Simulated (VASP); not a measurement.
Band structure of FePt (L1_0). These are AM05 GGA, VASP's PBE PAW potentials (set 64) (plane waves; VASP 6.6.1) values and carry that method's errors.

Unless said otherwise, spin-orbit coupling is left out, though it shifts the bands of the heavy elements here.

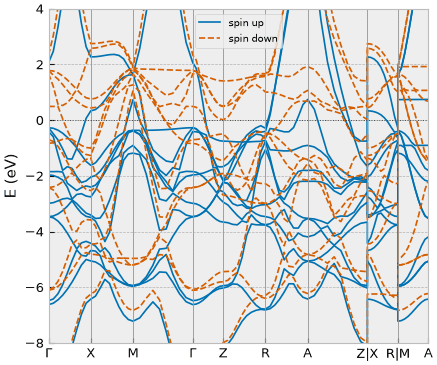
*Bands along high-symmetry lines, zero at the valence-band maximum or, without a gap, the Fermi level*

### Question
Read the plot: is there a gap, and where are the band edges?

### Answer
It has no gap at this level: it comes out as a metal or semimetal. (Edges off the drawn lines would not show.)

The compound is FePt in the L1_0 structure. It was relaxed first.
